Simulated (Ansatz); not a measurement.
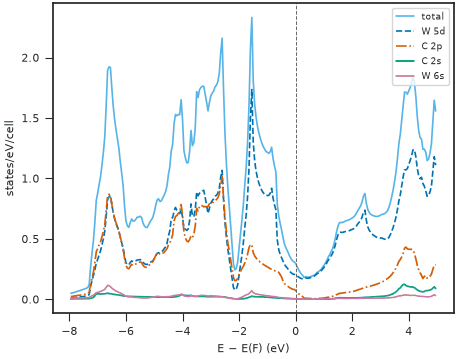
Total and projected density of states of WC in space group P-6m2 (No. 187; W on 1a, C on 1f), PBEsol in the plane-wave PAW code Ansatz

Question: Which orbitals carry the states next to the Fermi level?

Answer: Within 0.5 eV of the Fermi level: W 5d 71 %, C 2p 22 %. Projections are on Löwdin-orthogonalised atomic valence shells; empty p or d shells of many metals are not among them.

Question: Where is the tallest occupied peak in this window, and what makes it?

Answer: Near -1.6 eV, about 2.3 states/eV per cell; the largest projected share is W 5d.

The cell was relaxed with PBEsol under the symmetry of its start. No spin polarisation was allowed. Spin–orbit coupling is left out wherever it is not named.

Potentials: the later of the program's two PAW sets.
